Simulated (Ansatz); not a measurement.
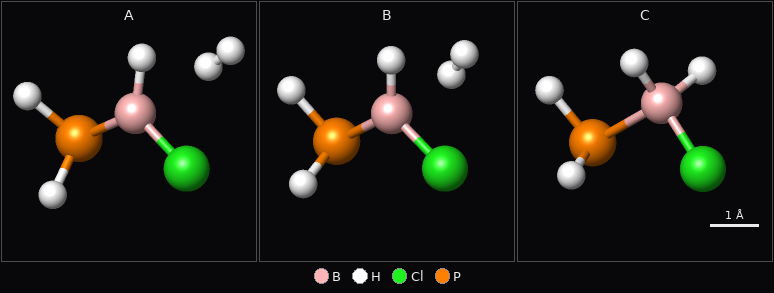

3 geometries from a converged minimum-energy path of BPH5Cl, made up of BH2Cl and PH₃, shuffled. The picture is a ball-and-stick view, seen at a tilt.

Method: RKS PBE-D4/def2-SVP (Ansatz 0.2.0). Set-up: 9 movable images; climbing image; force threshold 0.05 eV/Å; iteration limit 60; starting path through a guess of the saddle point.

Question: Which frame is the top of the path?

Answer: C. In order along the path, whose images run from 0 to 10: C (image 3, +57.2 kJ/mol), B (image 6, +11.7 kJ/mol), A (image 8, −4.4 kJ/mol). Breaking: B–H (1.21 → 3.26 Å), H–P (1.45 → 3.63 Å). Forming: B–P (3.38 → 1.90 Å), H–H (2.25 → 0.77 Å).

Limits of the set-up: the start holds two separate molecules, 2.3 Å apart at their closest, whose relative position is a soft coordinate.

Cost: 3.7 min on 1 thread of Arm Neoverse V2, on a shared host, peak memory 0.15 GiB.
